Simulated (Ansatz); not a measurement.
B15As8: several calculations on one system

Part 1: Relaxation

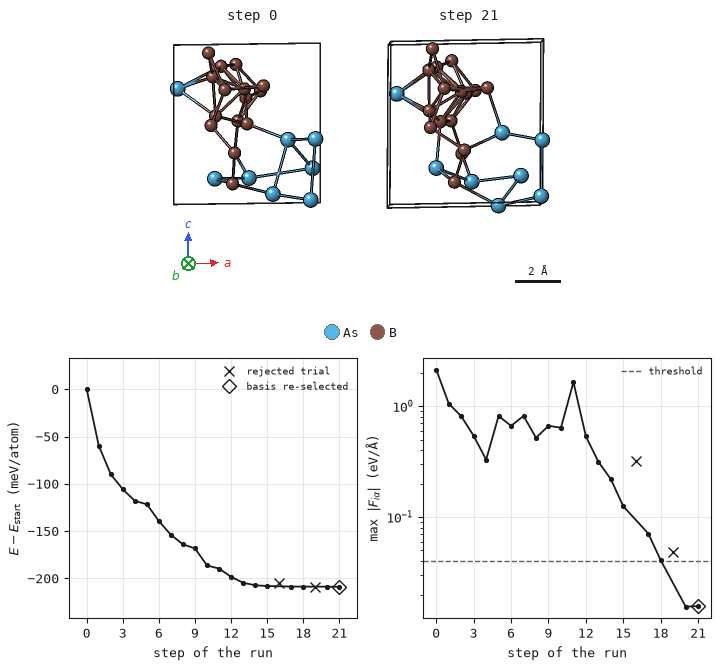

First and last geometry of a relaxation of an amorphous cell of composition B15As8 (coarse preliminary run), with the history of the run. A ball-and-stick model of the cell of the calculation, reduced to other axes (origin shifted), seen along the b axis. Lengths and directions refer to the drawn axes.

Case: the quenched liquid.

These are results of Ansatz, DFT PBE, scalar-relativistic, plane waves, PAW, not measurements.

Input file:
```yaml
crystal:
  lattice:
    - [6.752397, -0.082159, -0.056534]
    - [-0.082159, 6.543973, 0.045556]
    - [-0.056534, 0.045556, 7.130764]
  atoms:
    - { symbol: As, position: [0.7256541913, 0.0287348752, 0.7365603372] }
    - { symbol: As, position: [0.3804429807, 0.7617409003, 0.4993189064] }
    - { symbol: As, position: [0.6569435446, 0.2746467214, 0.0645212073] }
    - { symbol: As, position: [0.8296541264, 0.9258413413, 0.3967853468] }
    - { symbol: As, position: [0.1138141019, 0.2160463692, 0.7392395399] }
    - { symbol: As, position: [0.1103423679, 0.1838037416, 0.3566105553] }
    - { symbol: As, position: [0.4276967216, 0.1961541192, 0.5560906841] }
    - { symbol: As, position: [0.6494839218, 0.5285361339, 0.4976349454] }
    - { symbol: B, position: [0.6292013616, 0.7483495971, 0.839492475] }
    - { symbol: B, position: [0.5873109028, 0.5708259948, 0.2023955449] }
    - { symbol: B, position: [0.7440105842, 0.7309211599, 0.0590007212] }
    - { symbol: B, position: [0.8476462685, 0.5139354112, 0.1369290433] }
    - { symbol: B, position: [0.1971762896, 0.8410746689, 0.0450800044] }
    - { symbol: B, position: [0.0517412108, 0.5028820188, 0.8320380288] }
    - { symbol: B, position: [0.8069971703, 0.5334459101, 0.8904193017] }
    - { symbol: B, position: [0.4443451826, 0.7406261998, 0.0011568699] }
    - { symbol: B, position: [0.0920275026, 0.5967196273, 0.0545370022] }
    - { symbol: B, position: [0.3133891662, 0.671683038, 0.2125953508] }
    - { symbol: B, position: [0.1311567156, 0.6638702328, 0.657444274] }
    - { symbol: B, position: [0.9596076977, 0.8609398639, 0.0762237786] }
    - { symbol: B, position: [0.2398888264, 0.6860531044, 0.8583085977] }
    - { symbol: B, position: [0.9829675124, 0.6501833037, 0.4643802294] }
    - { symbol: B, position: [0.0529107698, 0.4856771302, 0.2864062977] }
  symmetry: { detect: false }
basis:
  ecutwfc: 420
kpoints:
  mp_grid: { grid: [2, 2, 2], shift: [0.5, 0.5, 0.5] }
hamiltonian:
  xc: pbe
scf:
  occupations: { method: gaussian, width: 0.1 }
  lower_state_search: "off"
output:
  forces: true
  stress: true
  eigenvalues: true
relax:
  adjacent_minimum: "off"
  f_tol: 0.04
  max_steps: 70
  cell: { stress_tol: 0.3 }
```

Launched with:
```bash
ansatz run input.yaml --threads 2 --pin off --max-ram 5120MiB --backend cpu --events-out ev --progress --plain --runs-dir out
```

Read the history and describe the run.

Answer. It converged. The energy falls by 209 meV per atom in 18 accepted moves (21 points after the start). Largest force component: 2.1 eV/Å at the start, 0.016 eV/Å at the end. The pressure goes from −1.27 to 0.01 GPa. The line search rejected the trial steps at points 16, 19 of the run. The SCF was repeated once at an unchanged geometry on a basis and grid sized afresh for the cell, which shifted the energy by 0.2 meV per atom at most. The largest moves relative to the cell, 1.20 Å, are those of As1 and B9. B9 goes along [−2 1 0]. Largest moves by element: B 1.20 Å, As 1.20 Å. Cell: a 6.545 → 6.832 Å (+4.4 %), b 6.753 → 6.109 Å (−9.5 %), c 7.131 → 7.288 Å (+2.2 %), α 89.1° → 92.0°, β 89.2° → 88.7°, γ 88.6° → 90.9°. Volume −3.5 %. Among the contacts that change: As1–B19 3.732 → 2.168 Å, As1–B9 2.062 → 3.536 Å, As3–B9 3.479 → 2.331 Å, As1–B20 3.075 → 2.116 Å. New bonds form: As1–B19 (3.73 → 2.17 Å), As1–B20 (3.08 → 2.12 Å), As8–B9 (2.85 → 2.13 Å). Bonds break: As1–B9 (2.06 → 3.54 Å), As8–B10 (2.16 → 2.84 Å). Among the angles between lasting bonds that change: B9–B16–B21 100.8° → 60.7°, B9–B16–B18 159.0° → 121.6°, As3–B15–B9 111.1° → 74.2°. The run took 3.9 min on 2 threads of Arm Neoverse V2, on a shared host, peak memory 0.73 GiB.

| step | E − E(0), meV/atom | largest force component, eV/Å | pressure, GPa | volume, Å³/atom | note |
| --- | --- | --- | --- | --- | --- |
| 0 | 0.00 | 2.1363 | -1.27 | 13.696 |  |
| 1 | -59.52 | 1.0551 | -0.97 | 13.740 |  |
| 2 | -89.86 | 0.8119 | 1.02 | 13.556 |  |
| 3 | -105.69 | 0.5401 | 0.45 | 13.483 |  |
| 4 | -118.01 | 0.3291 | 0.14 | 13.326 |  |
| 5 | -121.52 | 0.8163 | 0.30 | 13.210 |  |
| 6 | -139.42 | 0.6637 | 0.07 | 13.118 |  |
| 7 | -153.86 | 0.8168 | 0.46 | 13.029 |  |
| 8 | -163.95 | 0.5183 | 0.30 | 13.071 |  |
| 9 | -168.26 | 0.6651 | 0.40 | 13.150 |  |
| 10 | -186.26 | 0.6389 | -0.04 | 13.214 |  |
| 11 | -189.55 | 1.6472 | 0.55 | 13.256 |  |
| 12 | -198.30 | 0.5328 | -0.17 | 13.278 |  |
| 13 | -204.58 | 0.3152 | 0.09 | 13.232 |  |
| 14 | -207.16 | 0.2194 | 0.45 | 13.191 |  |
| 15 | -208.00 | 0.1249 | -0.27 | 13.248 |  |
| 16 | -205.24 | 0.3207 | 0.28 | 13.226 | rejected |
| 17 | -208.56 | 0.0710 | 0.01 | 13.220 |  |
| 18 | -208.62 | 0.0407 | -0.05 | 13.225 |  |
| 19 | -208.62 | 0.0480 | -0.11 | 13.220 | rejected |
| 20 | -208.66 | 0.0156 | 0.00 | 13.211 |  |
| 21 | -208.89 | 0.0157 | 0.01 | 13.211 | same geometry, new basis |

Limits of the set-up: the k-point mesh is coarse for a cell with partly filled bands; the periodic images lie only 6.5 Å apart, so the values are limited by the cell's size.

Part 2: Dynamics

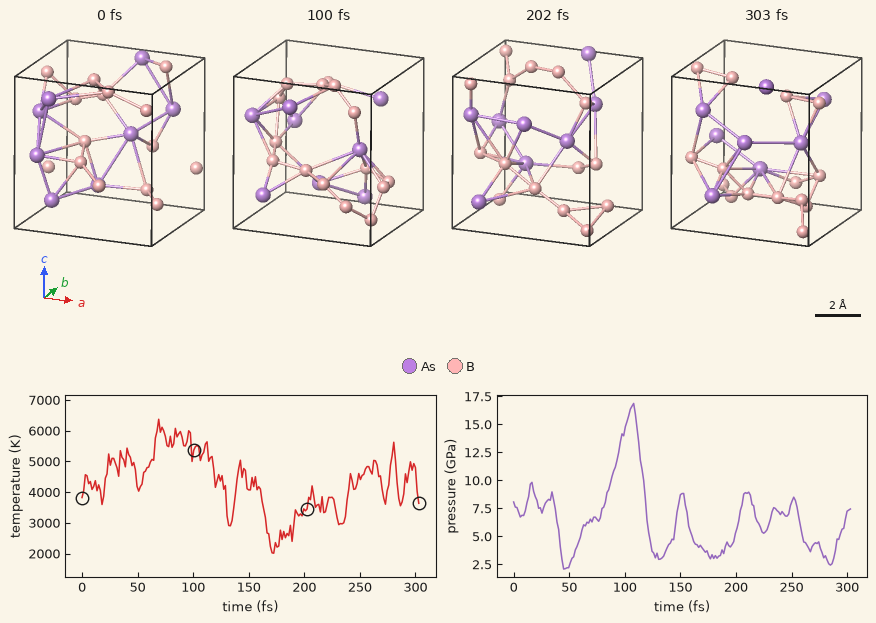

Molecular dynamics of an amorphous cell of composition B$_{15}$As$_{8}$ (23 atoms in the cell), 303 fs long. Frames and the history of the run. Style: ball-and-stick. Shown: the simulation cell, slightly off an axis. Atoms that leave the cell re-enter on the other side. Bonds to atoms that aren't drawn are left out.

Method: DFT PBE, scalar-relativistic, plane waves, PAW (Ansatz 0.2.0). Set-up: plane-wave cutoff 420 eV; k-point mesh 1 × 1 × 1; Fermi-Dirac smearing 0.345 eV; set temperature 4000 K; time step 1.5 fs.

What do the frames and curves show?

Answer. The mean temperature in the second half is 3781 K (standard deviation 810 K). The potential energy in the second half lies on average 269 meV per atom below the first frame. The mean pressure there is 5.5 GPa. In the second half of the run the atoms are, in the root-mean-square, this far from where they began (common drift taken out): B 2.21 Å, As 1.48 Å. That is a large part of the typical shortest distance between atoms in the first frame, about 1.7 Å and still growing: the atoms leave their places as in a liquid. Bond changes: 17 B–B bonds break between 27 fs and 300 fs; 36 As–B bonds break between 30 fs and 288 fs; 2 B–B contacts open and close in turn; 40 As–B bonds form between 30 fs and 300 fs; 3 As–B contacts open and close in turn.

Limits of the set-up: the periodic images lie only 6.5 Å apart, so the values are limited by the cell's size.

Part 3: Dynamics

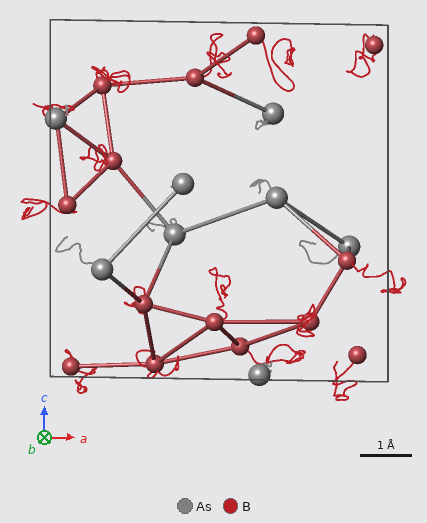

Molecular dynamics of an amorphous cell of composition B$_{15}$As$_{8}$ (23 atoms in the cell), 249 fs long. It starts from the last geometry of an earlier run, with fresh velocities. Lines trace each atom's path, in the colour of its element; spheres stand at the starting positions. Seen along the b axis in the simulation cell.

Computed with Ansatz, DFT PBE, scalar-relativistic, plane waves, PAW. Run with plane-wave cutoff 420 eV; k-point mesh 1 × 1 × 1; Fermi-Dirac smearing 0.138 eV; set temperature 1600 K; time step 1.5 fs.

### How do the atoms move?

Root-mean-square distances from the starting positions over the second half, with the common drift of all atoms taken out: B 0.75 Å, As 0.60 Å. Against the typical shortest distance between atoms in the first frame, about 1.7 Å these are large excursions, but over 249 fs one can't yet tell strong vibration from the start of diffusion. Bond changes: 7 B–B bonds break between 21 fs and 204 fs; 4 As–B bonds form between 26 fs and 90 fs; 10 B–B bonds form between 52 fs and 249 fs; 5 As–B bonds break between 64 fs and 189 fs; one B–B contact opens and closes in turn.

Limits of the set-up: the periodic images lie only 6.5 Å apart, so the values are limited by the cell's size.
